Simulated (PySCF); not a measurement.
# C$_{6}$H$_{9}$O$_{2}$P: what the fields show

The calculation's input:

```
{"job": {"kind": "nmr", "xc": "PBE0", "basis": "pcSseg-1"}, "charge": 0, "multiplicity": 1}
C     -2.151357     0.833301    -0.766094
C     -1.966164    -0.610764    -0.323854
P     -0.717197    -0.646249     1.019948
O     -0.999528     0.220364     2.163405
C      0.860169    -0.289251     0.241005
C      1.782088     0.678245     0.536881
C      2.823249     0.523607    -0.404058
C      2.457186    -0.521944    -1.197656
O      1.273475    -1.019084    -0.819127
H     -2.405761     1.448513     0.095338
H     -2.943545     0.919266    -1.506898
H     -1.228530     1.220434    -1.196755
H     -2.895471    -1.012764     0.088514
H     -1.642790    -1.247477    -1.147845
H     -0.618688    -2.005014     1.333684
H      1.706658     1.395564     1.328173
H      3.717345     1.107351    -0.480577
H      2.940101    -0.987778    -2.034778
```

Command:

```sh
OMP_NUM_THREADS=1 python probes_run.py task.json out
```

Geometry: GFN2-xTB.

Level of theory: PBE0/pcSseg-1, SCF density, gas phase, non-relativistic in PySCF.

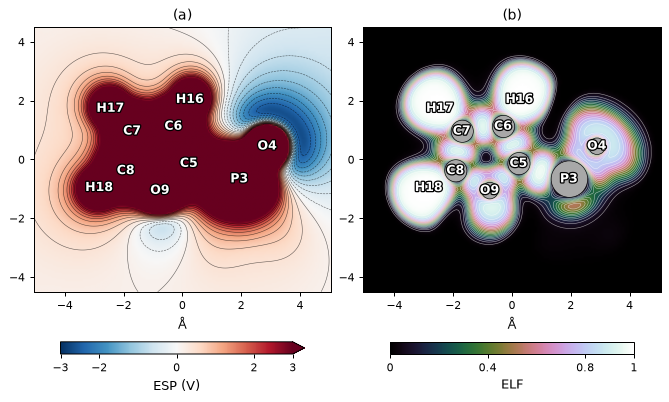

Figure 1. (a) electrostatic potential; (b) electron localisation function on the plane of atoms P3, C5 and C6. Grey discs cover the atomic cores in the ELF map.

### Read the bonding off the picture.

Atoms in the plane: P, O, C and H. C–O (1.34 Å): the ELF peaks at about 0.90 between the atoms, as expected for a shared but strongly polarised pair. C–C (1.36 Å): the ELF peaks at about 0.95 between the atoms (localised, covalent bonding). P–O (1.46 Å): the ELF peaks at about 0.80 between the atoms: a short, strongly polar bond. C–P (1.80 Å): the ELF peaks at about 0.95 between the atoms, as expected for localised, covalent bonding. C–H (1.07 Å): the ELF climbs to about 1 towards the hydrogen, as it does in any bond to H: an ordinary covalent bond to hydrogen. The ELF also peaks beside O9 and O4, away from the bonds: lone-pair regions. Outside the dense part of the molecule the potential is most negative (−2.7 V) near O4.

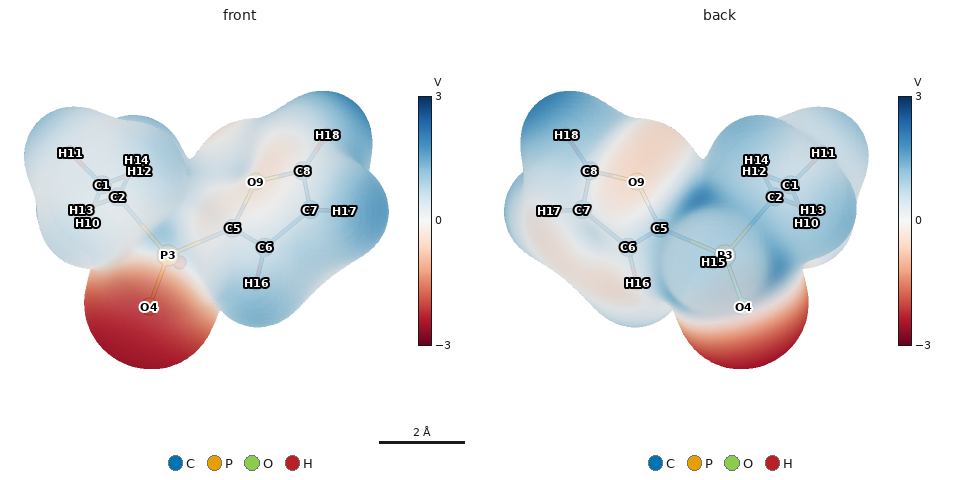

Figure 2. The molecular electrostatic potential painted on the density surface at 0.004 e/bohr³, seen from the front and from behind; the colour scale runs from red (negative) to blue (positive).

### Which sites attract a positive test charge, and which a negative one?

A positive charge is drawn to the negative regions and a negative charge to the positive ones. The most negative region (about −2.5 V) lies over O4, the most positive (about +1.9 V) over P3 and H18. O4 is the likeliest acceptor of a hydrogen bond.
